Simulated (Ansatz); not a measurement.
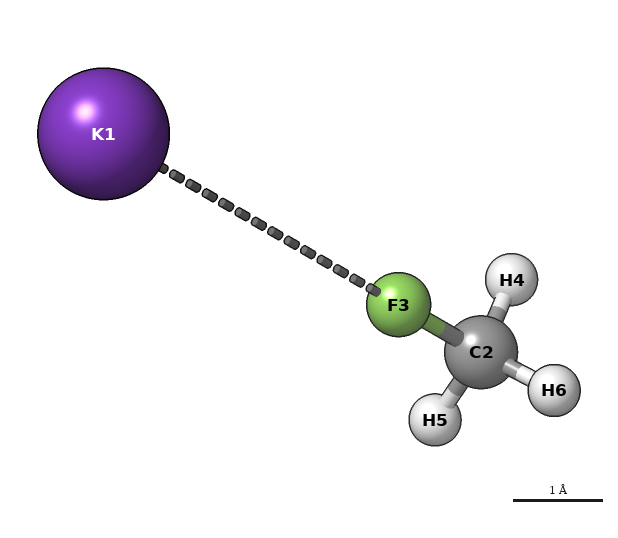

Two molecules or ions; the broken line marks their closest contact (measured against van der Waals radii). Charge +1, singlet. Geometry: a pair of rigid molecules at a changed separation. Program: Ansatz 0.2.0.

Question: Which two species are they?

Answer: K and CH3F (`CF.[K+]`).

Question: How long is the contact?

Answer: K1···F3 is 5.06 Å.

Give the counterpoise-corrected interaction energy (kJ/mol, monomers kept as in the pair) with RHF-CCSD(T) (frozen core)/def2-TZVPPD; ωB97M-V/def2-TZVPPD.

| level | interaction energy (kJ/mol) |
| --- | --- |
| RHF-CCSD(T) (frozen core)/def2-TZVPPD | −19.5 |
| ωB97M-V/def2-TZVPPD | −19.5 |
